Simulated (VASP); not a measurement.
Given:

```yaml
crystal:
  lattice:
    - [1.64205, -2.84412, 0.00000]
    - [1.64205, 2.84412, 0.00000]
    - [0.00000, 0.00000, 5.36286]
  atoms:
    - { symbol: Ga, position: [0.66667, 0.33333, 0.50034] }
    - { symbol: Ga, position: [0.33333, 0.66667, 0.00034] }
    - { symbol: N, position: [0.66667, 0.33333, 0.87666] }
    - { symbol: N, position: [0.33333, 0.66667, 0.37666] }
```

Method: vdW-DF2, VASP's PBE PAW potentials (set 64) (plane waves; VASP 6.6.1). Run with 520 eV cut-off, 9×9×5 Γ-centred mesh, tetrahedra with Blöchl corrections, potentials Ga_d N.

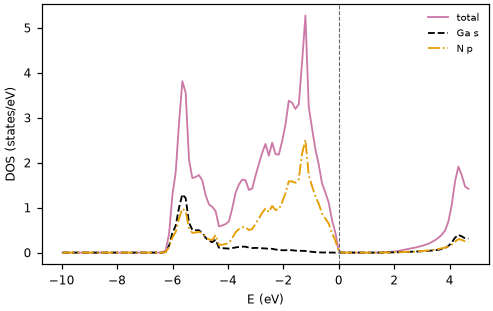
Fig. 1. Total and projected density of states, zero at the valence-band maximum

Within 2 eV below the valence-band maximum the largest weight inside VASP's projection spheres is N p, then Ga p.

The gap is direct, 1.23 eV, from the valence maximum at Γ to the conduction minimum at Γ.

The compound is GaN in the wurtzite structure. It was relaxed first, which changed the volume by +10 %.
